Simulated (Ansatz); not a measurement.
# Molecular dynamics, with input and output: B4H4S

- system: B4H4S (closo-2-SB4 (no H on S))
- method: RKS r2SCAN/6-31G* (Ansatz 0.2.0)

The geometry comes from this level: PBE-D4/def2-SVP. Figures and captions count atoms from 1; the log counts them from 0 in places.

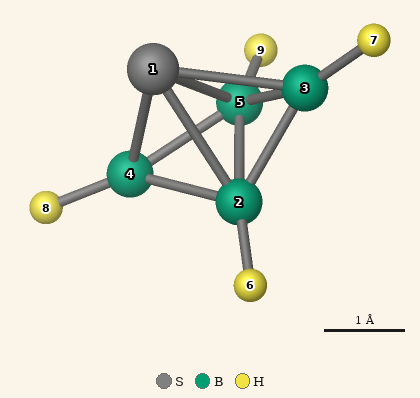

Fig. 1: The input geometry (ball-and-stick view, seen at a tilt; atoms are numbered from 1 in the order of the input).

**Input**
```yaml
crystal:
  periodic: [false, false, false]
  atoms:
    - {symbol: S, position_ang: [0.176573, 0.922438, 1.125592]}
    - {symbol: B, position_ang: [0.649656, -0.692120, -0.015014]}
    - {symbol: B, position_ang: [0.841405, 0.824228, -0.682621]}
    - {symbol: B, position_ang: [-0.818426, -0.703736, 0.829773]}
    - {symbol: B, position_ang: [-0.738580, 0.227942, -0.551244]}
    - {symbol: H, position_ang: [1.480513, -1.555909, 0.111705]}
    - {symbol: H, position_ang: [1.545917, 1.620247, -1.238159]}
    - {symbol: H, position_ang: [-1.484549, -1.299365, 1.629857]}
    - {symbol: H, position_ang: [-1.652510, 0.656285, -1.209878]}
basis:
  gaussian: {orbitals: "6-31G*"}
hamiltonian: {xc: {name: r2SCAN}}
md: {timestep: 1 fs, n_steps: 15, ensemble: nvt_langevin, temperature: 500, initial_velocities: maxwell_boltzmann, friction: 0.01, seed: 236}
scf: {omitted_lower_state_checks: [starts]}
```

Run on 4 threads of Arm Neoverse V2, 23 GiB of memory available, shared host.

Launched with:
```bash
ansatz run in.yaml --threads 4 --pin off --events-out ev --progress --plain --max-ram 3916MiB
```

**What the program printed**
```
Functional definition: r2SCAN
  name "r2SCAN"
  cite "Furness, Kaplan, Ning, Perdew & Sun, J. Phys. Chem. Lett. 11, 8208 (2020) doi:10.1021/acs.jpclett.0c02405"
  cite "Furness, Kaplan, Ning, Perdew & Sun, J. Phys. Chem. Lett. 11, 9248 (2020) doi:10.1021/acs.jpclett.0c03077"
  parent r2scan
  parameter k0 = 0.174
  parameter k1 = 0.065
  parameter a1 = 4.9479
  exchange = r2scan_x(k0 = k0, k1 = k1, a1 = a1)
  correlation = r2scan_c
these checks for a lower state are left out or cut short: starts
950 factors; their error is unknown
mean field evaluation 1: about -13596.0106 eV, gradient 4.3e1 eV
mean field evaluation 2: about -13582.5728 eV, gradient 7.7e1 eV
mean field evaluation 4: about -13601.6983 eV, gradient 5.2e0 eV
mean field evaluation 8: about -13601.7916 eV, gradient 1.2e-1 eV
mean field evaluation 16: about -13601.7131 eV, gradient 1.1e-4 eV
mean field -13601.71310444 eV, -499.8537370158 hartree, gradient 5.2e-6 eV, S^2 0.000000; 0 other end points of the search recorded, 0 dependent functions left out
the calculation of the forces begins
reference -13601.71311218 eV, -499.8537373002 hartree; 20, 20 occupied and 67, 67 virtual orbitals, 950 factors
md step     0: t =     0.00 fs  T =   444.4 K  F+E_penalty+E_count = -13601.71310444 eV  E_kin = 0.517040 eV  (28 SCF iters)
these checks for a lower state are left out or cut short: starts, cluster_reference, orbital_swaps, neighbouring_geometries, increment
950 factors; their error is unknown
mean field -13601.67234023 eV, -499.8522389587 hartree, gradient 2.0e-5 eV, S^2 0.000000; 0 other end points of the search recorded, 0 dependent functions left out
[... from here on the field's lines of each further geometry are left out, up to the last ...]
md step     1: t =     1.00 fs  T =   411.5 K  F+E_penalty+E_count = -13601.67234023 eV  E_kin = 0.478659 eV  (33 SCF iters)
md step     2: t =     2.00 fs  T =   359.2 K  F+E_penalty+E_count = -13601.60654898 eV  E_kin = 0.417820 eV  (33 SCF iters)
md step     3: t =     3.00 fs  T =   333.0 K  F+E_penalty+E_count = -13601.55064163 eV  E_kin = 0.387388 eV  (33 SCF iters)
md step     4: t =     4.00 fs  T =   314.3 K  F+E_penalty+E_count = -13601.53359492 eV  E_kin = 0.365638 eV  (33 SCF iters)
md step     5: t =     5.00 fs  T =   350.4 K  F+E_penalty+E_count = -13601.55248471 eV  E_kin = 0.407607 eV  (33 SCF iters)
md step     6: t =     6.00 fs  T =   363.4 K  F+E_penalty+E_count = -13601.54860709 eV  E_kin = 0.422804 eV  (33 SCF iters)
md step     7: t =     7.00 fs  T =   317.9 K  F+E_penalty+E_count = -13601.46620331 eV  E_kin = 0.369770 eV  (32 SCF iters)
md step     8: t =     8.00 fs  T =   241.6 K  F+E_penalty+E_count = -13601.34282294 eV  E_kin = 0.281069 eV  (33 SCF iters)
md step     9: t =     9.00 fs  T =   190.7 K  F+E_penalty+E_count = -13601.27591741 eV  E_kin = 0.221806 eV  (33 SCF iters)
md step    10: t =    10.00 fs  T =   207.1 K  F+E_penalty+E_count = -13601.30647075 eV  E_kin = 0.240911 eV  (33 SCF iters)
md step    11: t =    11.00 fs  T =   268.3 K  F+E_penalty+E_count = -13601.36896041 eV  E_kin = 0.312100 eV  (33 SCF iters)
md step    12: t =    12.00 fs  T =   268.2 K  F+E_penalty+E_count = -13601.38675530 eV  E_kin = 0.311978 eV  (33 SCF iters)
md step    13: t =    13.00 fs  T =   212.6 K  F+E_penalty+E_count = -13601.35733809 eV  E_kin = 0.247297 eV  (33 SCF iters)
md step    14: t =    14.00 fs  T =   208.7 K  F+E_penalty+E_count = -13601.32610851 eV  E_kin = 0.242802 eV  (33 SCF iters)
the calculation of the forces begins
reference -13601.33497032 eV, -499.8398408432 hartree; 20, 20 occupied and 67, 67 virtual orbitals, 950 factors
these checks for a lower state are left out or cut short: starts
950 factors; their error is unknown
mean field -13601.33496264 eV, -499.8398405612 hartree, gradient 2.3e-5 eV, S^2 0.000000; 0 other end points of the search recorded, 0 dependent functions left out
the calculation of the forces begins
reference -13601.33497032 eV, -499.8398408431 hartree; 20, 20 occupied and 67, 67 virtual orbitals, 950 factors
md step    15: t =    15.00 fs  T =   206.0 K  F+E_penalty+E_count = -13601.33496264 eV  E_kin = 0.239599 eV  (14 SCF iters)
```

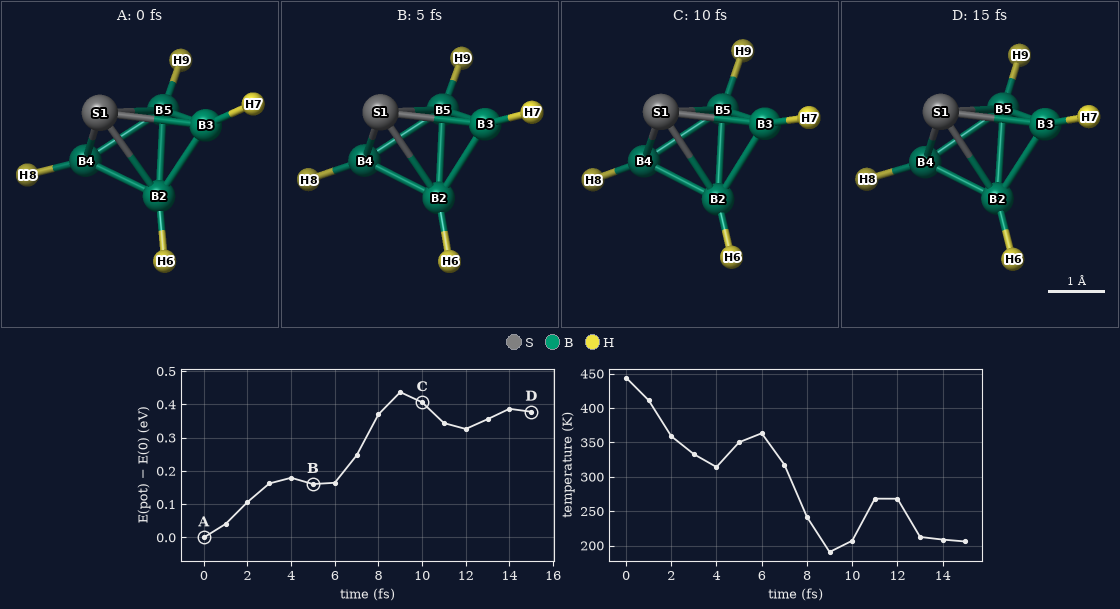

Fig. 2: Frames of the molecular dynamics (ball-and-stick, seen at a tilt) above the curves, on which the letters mark them. The trajectory kept here has 16 frames over 15 fs. The temperature starts at 444 K, ranges from 191 to 444 K and averages 225 K over the second half. The potential energy ends 0.378 eV above its first value. After an unweighted best fit of the last frame on the first, the root-mean-square displacement is 0.14 Å, and H6 has moved furthest (0.24 Å).

```
Total energy: -13601.33497032 eV, -499.8398408431 hartree
Atom 0 at     0.179873     0.946227     1.080597 Å, force     1.026641     0.463462     0.891533 eV/Å
Atom 1 at     0.648259    -0.767868     0.020131 Å, force     1.138615     0.161685     0.116661 eV/Å
Atom 2 at     0.791284     0.805564    -0.714353 Å, force     1.787355     0.626970    -0.129668 eV/Å
Atom 3 at    -0.692027    -0.698961     0.928367 Å, force    -1.295597    -1.685617     0.853095 eV/Å
Atom 4 at    -0.697742     0.237308    -0.494968 Å, force     0.027630    -0.801573    -0.118611 eV/Å
Atom 5 at     1.743160    -1.374247     0.072274 Å, force    -1.251729     0.604022    -0.207967 eV/Å
Atom 6 at     1.712056     1.481947    -1.162155 Å, force    -0.977684    -0.472843     0.163523 eV/Å
Atom 7 at    -1.360432    -1.366698     1.752030 Å, force     0.571510     1.113444    -0.980063 eV/Å
Atom 8 at    -1.544658     0.765414    -1.070834 Å, force    -1.026742    -0.009549    -0.588504 eV/Å
Dipole moment:     0.092569     0.146159     0.048067 e Å
Checks for a lower state left out: starts
```

**Trajectory as extended XYZ (Å, eV, eV/Å), 16 frames, from step=0 to step=15**
```
9
Properties=species:S:1:pos:R:3:forces:R:3 step=0 time_fs=0.0 energy=-13601.71310 temperature=444.4
S     0.1766    0.9224    1.1256   -0.0233  -0.1203  -0.1466
B     0.6497   -0.6921   -0.0150    0.1235  -0.0269   0.0437
B     0.8414    0.8242   -0.6826    0.0490   0.0067  -0.0247
B    -0.8184   -0.7037    0.8298   -0.0506  -0.0176   0.0112
B    -0.7386    0.2279   -0.5512   -0.1162   0.0664   0.0044
H     1.4805   -1.5559    0.1117   -0.2737   0.2862  -0.0372
H     1.5459    1.6202   -1.2382   -0.2591  -0.2783   0.2090
H    -1.4845   -1.2994    1.6299    0.2481   0.2207  -0.2795
H    -1.6525    0.6563   -1.2099    0.3023  -0.1370   0.2197
9
Properties=species:S:1:pos:R:3:forces:R:3 step=1 time_fs=1.0 energy=-13601.67234 temperature=411.5
S     0.1747    0.9239    1.1210    0.0932  -0.0756   0.0010
B     0.6504   -0.6994   -0.0133    0.2370  -0.1444   0.0924
B     0.8313    0.8237   -0.6845    0.3962   0.1150  -0.1128
B    -0.8135   -0.7009    0.8365   -0.4218  -0.5397   0.4217
B    -0.7348    0.2330   -0.5447    0.1278  -0.1963   0.1760
H     1.5109   -1.5562    0.1014   -0.5165   0.5119  -0.0635
H     1.5693    1.6004   -1.2398   -0.4146  -0.3455   0.2836
H    -1.4905   -1.3372    1.6471    0.6218   0.6770  -0.7403
H    -1.6199    0.6755   -1.1951   -0.1231  -0.0024  -0.0580
9
Properties=species:S:1:pos:R:3:forces:R:3 step=2 time_fs=2.0 energy=-13601.60655 temperature=359.2
S     0.1728    0.9252    1.1162    0.2122  -0.0214   0.1663
B     0.6516   -0.7063   -0.0112    0.2595  -0.1805   0.1322
B     0.8225    0.8235   -0.6860    0.6983   0.1743  -0.1737
B    -0.8089   -0.6982    0.8451   -0.5921  -0.8856   0.5659
B    -0.7306    0.2374   -0.5384    0.4207  -0.5101   0.4020
H     1.5376   -1.5521    0.0907   -0.6784   0.6422  -0.0707
H     1.5917    1.5791   -1.2387   -0.5356  -0.3677   0.3269
H    -1.4933   -1.3669    1.6559    0.8139   0.9707  -0.9647
H    -1.5875    0.6933   -1.1779   -0.5985   0.1781  -0.3843
9
Properties=species:S:1:pos:R:3:forces:R:3 step=3 time_fs=3.0 energy=-13601.55064 temperature=333.0
S     0.1710    0.9262    1.1118    0.3329   0.0284   0.3286
B     0.6535   -0.7135   -0.0094    0.1684  -0.1085   0.1692
B     0.8144    0.8232   -0.6877    0.9505   0.1834  -0.1787
B    -0.8045   -0.6963    0.8542   -0.5735  -1.0398   0.4894
B    -0.7254    0.2415   -0.5321    0.6701  -0.8417   0.6203
H     1.5599   -1.5422    0.0805   -0.7348   0.6629  -0.0647
H     1.6114    1.5572   -1.2317   -0.5959  -0.3327   0.3147
H    -1.4881   -1.3840    1.6569    0.8275   1.0826  -0.9816
H    -1.5561    0.7110   -1.1625   -1.0451   0.3654  -0.6971
9
Properties=species:S:1:pos:R:3:forces:R:3 step=4 time_fs=4.0 energy=-13601.53360 temperature=314.3
S     0.1696    0.9271    1.1075    0.4568   0.0704   0.4939
B     0.6562   -0.7213   -0.0075   -0.0334   0.0708   0.1932
B     0.8071    0.8231   -0.6897    1.1108   0.1132  -0.1154
B    -0.7999   -0.6954    0.8631   -0.3732  -1.0061   0.2184
B    -0.7191    0.2458   -0.5260    0.6206  -1.0453   0.6346
H     1.5767   -1.5282    0.0709   -0.6814   0.5869  -0.0507
H     1.6259    1.5335   -1.2198   -0.5536  -0.2133   0.2310
H    -1.4708   -1.3913    1.6491    0.6589   1.0157  -0.8028
H    -1.5349    0.7337   -1.1518   -1.2056   0.4078  -0.8021
9
Properties=species:S:1:pos:R:3:forces:R:3 step=5 time_fs=5.0 energy=-13601.55249 temperature=350.4
S     0.1684    0.9284    1.1035    0.5819   0.1049   0.6543
B     0.6599   -0.7290   -0.0049   -0.4281   0.4132   0.2000
B     0.8006    0.8231   -0.6920    1.1052  -0.0594   0.0269
B    -0.7948   -0.6953    0.8720   -0.0269  -0.7990  -0.2199
B    -0.7129    0.2487   -0.5193    0.1728  -0.9991   0.3413
H     1.5851   -1.5061    0.0621   -0.4278   0.3465  -0.0252
H     1.6321    1.5071   -1.2062   -0.3659   0.0109   0.0673
H    -1.4466   -1.3904    1.6339    0.3392   0.7783  -0.4456
H    -1.5285    0.7632   -1.1474   -0.9502   0.2038  -0.5992
9
Properties=species:S:1:pos:R:3:forces:R:3 step=6 time_fs=6.0 energy=-13601.54861 temperature=363.4
S     0.1677    0.9305    1.0997    0.7010   0.1340   0.7975
B     0.6630   -0.7369   -0.0019   -0.9576   0.8638   0.2002
B     0.7953    0.8234   -0.6944    0.9103  -0.3379   0.2429
B    -0.7887   -0.6961    0.8815    0.4756  -0.3814  -0.8451
B    -0.7071    0.2492   -0.5124   -0.5111  -0.7439  -0.1508
H     1.5867   -1.4798    0.0553   -0.0031  -0.0101   0.0014
H     1.6319    1.4786   -1.1935   -0.0387   0.3228  -0.1629
H    -1.4177   -1.3814    1.6140   -0.1520   0.3349   0.1134
H    -1.5344    0.7955   -1.1496   -0.4242  -0.1822  -0.1966
9
Properties=species:S:1:pos:R:3:forces:R:3 step=7 time_fs=7.0 energy=-13601.46620 temperature=317.9
S     0.1673    0.9325    1.0958    0.8116   0.1660   0.9300
B     0.6652   -0.7449    0.0010   -1.4865   1.2985   0.2032
B     0.7911    0.8239   -0.6969    0.6398  -0.6300   0.4616
B    -0.7817   -0.6979    0.8913    1.0724   0.1824  -1.5853
B    -0.7021    0.2486   -0.5061   -1.1743  -0.4459  -0.6329
H     1.5869   -1.4559    0.0507    0.4541  -0.3606   0.0180
H     1.6311    1.4519   -1.1832    0.3173   0.6271  -0.3918
H    -1.3865   -1.3699    1.5968   -0.7486  -0.2448   0.7881
H    -1.5472    0.8269   -1.1540    0.1142  -0.5926   0.2090
9
Properties=species:S:1:pos:R:3:forces:R:3 step=8 time_fs=8.0 energy=-13601.34282 temperature=241.6
S     0.1673    0.9339    1.0921    0.9084   0.2048   1.0433
B     0.6662   -0.7525    0.0035   -1.9186   1.6350   0.2144
B     0.7867    0.8234   -0.6996    0.5084  -0.7689   0.5793
B    -0.7733   -0.6995    0.9009    1.5398   0.6432  -2.1805
B    -0.6983    0.2473   -0.5005   -1.6539  -0.2293  -0.9754
H     1.5903   -1.4335    0.0471    0.8499  -0.6397   0.0219
H     1.6333    1.4336   -1.1744    0.5259   0.7912  -0.5269
H    -1.3604   -1.3609    1.5886   -1.2417  -0.7375   1.3432
H    -1.5586    0.8523   -1.1554    0.4819  -0.8988   0.4808
9
Properties=species:S:1:pos:R:3:forces:R:3 step=9 time_fs=9.0 energy=-13601.27592 temperature=190.7
S     0.1681    0.9353    1.0890    0.9821   0.2535   1.1313
B     0.6659   -0.7585    0.0061   -2.0636   1.7407   0.2342
B     0.7822    0.8216   -0.7016    0.7006  -0.6352   0.4992
B    -0.7627   -0.7006    0.9087    1.6224   0.7170  -2.3223
B    -0.6950    0.2461   -0.4955   -1.9733  -0.1060  -1.1964
H     1.6004   -1.4149    0.0449    1.0194  -0.7360   0.0088
H     1.6424    1.4264   -1.1693    0.4286   0.7164  -0.4869
H    -1.3451   -1.3566    1.5940   -1.3982  -0.8729   1.5051
H    -1.5670    0.8656   -1.1536    0.6821  -1.0776   0.6271
9
Properties=species:S:1:pos:R:3:forces:R:3 step=10 time_fs=10.0 energy=-13601.30647 temperature=207.1
S     0.1693    0.9369    1.0865    1.0380   0.3155   1.1856
B     0.6647   -0.7619    0.0087   -1.7862   1.5586   0.2502
B     0.7787    0.8194   -0.7029    1.1384  -0.3041   0.2729
B    -0.7504   -0.7010    0.9134    1.1785   0.2555  -1.8417
B    -0.6925    0.2452   -0.4917   -2.1386  -0.0591  -1.3125
H     1.6200   -1.4018    0.0447    0.8314  -0.5861  -0.0206
H     1.6583    1.4278   -1.1690    0.0789   0.4608  -0.3116
H    -1.3405   -1.3613    1.6166   -1.0825  -0.5024   1.1106
H    -1.5717    0.8669   -1.1485    0.7419  -1.1388   0.6671
9
Properties=species:S:1:pos:R:3:forces:R:3 step=11 time_fs=11.0 energy=-13601.36896 temperature=268.3
S     0.1709    0.9386    1.0845    1.0712   0.3725   1.1890
B     0.6623   -0.7643    0.0107   -1.1743   1.1975   0.2559
B     0.7769    0.8169   -0.7042    1.6416   0.0948   0.0074
B    -0.7372   -0.7001    0.9167    0.4425  -0.4792  -1.0161
B    -0.6915    0.2439   -0.4907   -2.0706  -0.0926  -1.2712
H     1.6480   -1.3941    0.0464    0.3536  -0.2682  -0.0601
H     1.6782    1.4374   -1.1713   -0.3827   0.1216  -0.0824
H    -1.3451   -1.3733    1.6501   -0.5092   0.1278   0.4027
H    -1.5701    0.8585   -1.1371    0.6279  -1.0743   0.5749
9
Properties=species:S:1:pos:R:3:forces:R:3 step=12 time_fs=12.0 energy=-13601.38675 temperature=268.2
S     0.1731    0.9407    1.0830    1.0828   0.4149   1.1501
B     0.6592   -0.7660    0.0129   -0.4420   0.8084   0.2468
B     0.7773    0.8139   -0.7062    2.0328   0.4385  -0.1981
B    -0.7242   -0.6988    0.9197   -0.2835  -1.1493  -0.2045
B    -0.6917    0.2420   -0.4907   -1.7824  -0.2007  -1.1018
H     1.6786   -1.3904    0.0510   -0.2135   0.0760  -0.1023
H     1.6974    1.4507   -1.1743   -0.7926  -0.1930   0.1152
H    -1.3556   -1.3861    1.6853    0.0419   0.7034  -0.2775
H    -1.5634    0.8410   -1.1214    0.3565  -0.8981   0.3722
9
Properties=species:S:1:pos:R:3:forces:R:3 step=13 time_fs=13.0 energy=-13601.35734 temperature=212.6
S     0.1752    0.9429    1.0820    1.0810   0.4428   1.0847
B     0.6554   -0.7669    0.0150    0.2520   0.4783   0.2235
B     0.7797    0.8109   -0.7087    2.2107   0.6538  -0.2881
B    -0.7126   -0.6978    0.9225   -0.8186  -1.5686   0.3792
B    -0.6934    0.2402   -0.4910   -1.2938  -0.3771  -0.8313
H     1.7072   -1.3881    0.0579   -0.7288   0.3642  -0.1446
H     1.7120    1.4638   -1.1739   -1.0547  -0.4137   0.2282
H    -1.3637   -1.3919    1.7157    0.4050   1.0526  -0.7314
H    -1.5533    0.8192   -1.1040   -0.0527  -0.6322   0.0797
9
Properties=species:S:1:pos:R:3:forces:R:3 step=14 time_fs=14.0 energy=-13601.32611 temperature=208.7
S     0.1775    0.9447    1.0811    1.0590   0.4583   0.9969
B     0.6515   -0.7676    0.0174    0.7956   0.2625   0.1789
B     0.7841    0.8081   -0.7115    2.1482   0.7297  -0.2672
B    -0.7020   -0.6977    0.9254   -1.1397  -1.7268   0.7121
B    -0.6961    0.2390   -0.4927   -0.6277  -0.6182  -0.4590
H     1.7302   -1.3836    0.0661   -1.0943   0.5469  -0.1838
H     1.7180    1.4759   -1.1690   -1.1348  -0.5234   0.2479
H    -1.3643   -1.3854    1.7382    0.5624   1.1695  -0.9469
H    -1.5449    0.7935   -1.0866   -0.5686  -0.2985  -0.2789
9
Properties=species:S:1:pos:R:3:forces:R:3 step=15 time_fs=15.0 energy=-13601.33496 temperature=206.0
S     0.1799    0.9462    1.0806    1.0266   0.4635   0.8915
B     0.6483   -0.7679    0.0201    1.1386   0.1617   0.1167
B     0.7913    0.8056   -0.7144    1.7874   0.6270  -0.1297
B    -0.6920   -0.6990    0.9284   -1.2956  -1.6856   0.8531
B    -0.6977    0.2373   -0.4950    0.0276  -0.8016  -0.1186
H     1.7432   -1.3742    0.0723   -1.2517   0.6040  -0.2080
H     1.7121    1.4819   -1.1622   -0.9777  -0.4728   0.1635
H    -1.3604   -1.3667    1.7520    0.5715   1.1134  -0.9801
H    -1.5447    0.7654   -1.0708   -1.0267  -0.0095  -0.5885
```

**Results in brief**

```tsv
quantity	value
outcome	finished
mean temperature over the second half	225 K
trajectory	15 steps, 15 fs
ensemble	nvt_langevin
temperature in the input	500 K
time step	1 fs
potential energy (last step)	−13601.3350 eV
SCF solution under orbital rotations (last step)	stable
largest force (length of the vector) (last step)	2.291 eV/Å
dipole moment (last step)	0.86 D
wall time	20 s (CPU time 76 s)
peak memory	0.37 GiB
```

**Notes**

So short a trajectory is not equilibrated. The logged temperature at the start can lie below the typed one, since it is counted over all degrees of freedom. The temperature stays far from the 500 K of the thermostat over the second half: the run isn't equilibrated.
